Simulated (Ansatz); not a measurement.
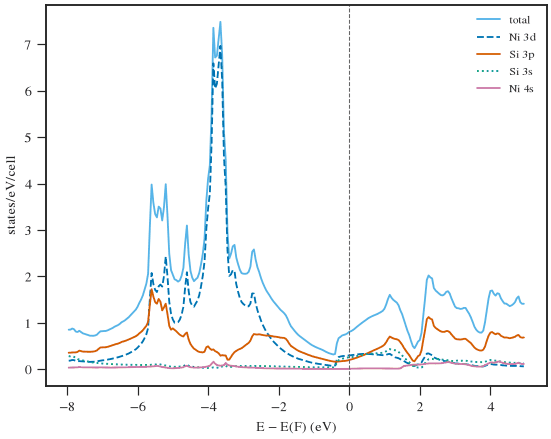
Total and projected density of states of Si2Ni (fluorite or antifluorite type, Fm-3m), the program Ansatz at the r²SCAN level (PAW)

Problem. Which orbitals carry the states next to the Fermi level?

Solution. Within 0.5 eV of the Fermi level: Ni 3d 34 %, Si 3s 30 %, Si 3p 28 %, outside the projected shells 7 %. Projections are on Löwdin-orthogonalised atomic valence shells; empty p or d shells of many metals are not among them.

Problem. Where is the tallest occupied peak in this window, and what makes it?

Solution. Near -3.6 eV, about 7.5 states/eV per cell; the largest projected share is Ni 3d.

The cell was relaxed with r²SCAN under the symmetry of its start. The workflow began spin-polarised and lost its moments.

Potentials: the later of the program's two PAW sets.
